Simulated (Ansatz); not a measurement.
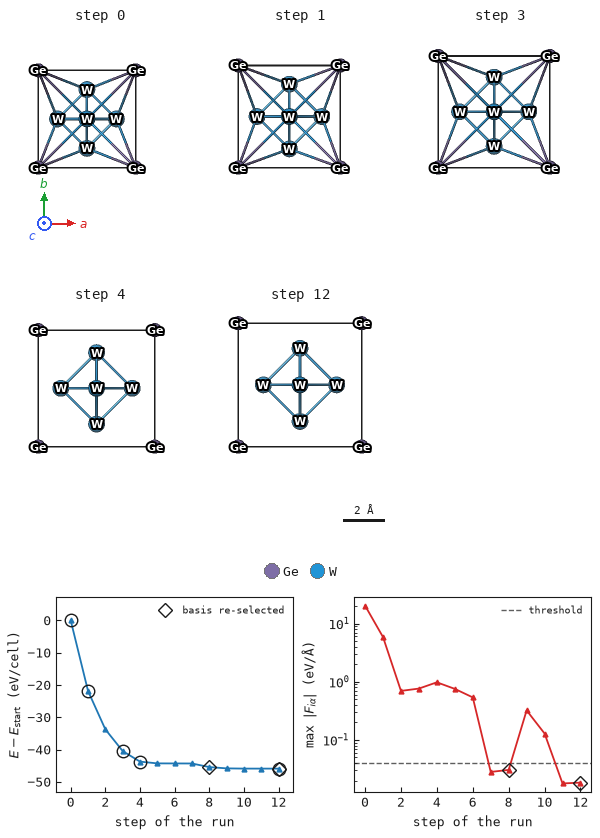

Frames of a relaxation of solid GeW6 (a generated structure, set up in Pm-3m) (coarse preliminary run), marked on the history of the run. The picture is a ball-and-stick view of the cell of the calculation, seen along the c axis.

Computed with Ansatz 0.2.0, DFT PBE, scalar-relativistic, plane waves, PAW. Settings: plane-wave cutoff 420 eV; k-point mesh 4 × 4 × 4; occupations gaussian; smearing width 0.1 eV; no spin polarisation; cell and atoms relaxed; force threshold 0.04 eV/Å; at most 70 steps.

What happens along the run?

Over 10 accepted moves (12 points after the start) the energy falls by 45.881 eV per cell of the calculation. The largest force component goes from 20 to 0.018 eV/Å. The pressure goes from 231.18 to −0.07 GPa. At 2 points the geometry stayed and the basis and grid were re-selected for the new cell (energy shift of 1.115 eV per cell of the calculation at most each time). The largest moves relative to the cell, 0.037 Å, are those of W atoms. Ge stays in place. The volume changes by +104.1 %, with a = b = c 4.857 → 6.161 Å (+26.9 %). Near-neighbour distances that change, for instance: Ge–W 3.566 → 4.533 Å, W–W 2.938 → 3.654 Å, W–W 1.918 → 2.507 Å, W–W 2.078 → 2.584 Å. The space group stays Pm-3m (No. 221). Cost: 48 s on 1 thread of Intel(R) Xeon(R) 6975P-C (Granite Rapids) (shared host), peak memory 0.63 GiB. From step 0 to 1: W atoms move most (0.07 Å), volume +15.8 %, energy −21.846 eV per cell of the calculation. From step 1 to 3: W atoms move most (0.04 Å), volume +30.5 %, energy −18.596 eV per cell of the calculation. From step 3 to 4: W atoms move most (0.02 Å), volume +13.7 %, energy −3.273 eV per cell of the calculation. From step 4 to 12: W atoms move most (0.06 Å), volume +18.9 %, energy −2.165 eV per cell of the calculation.
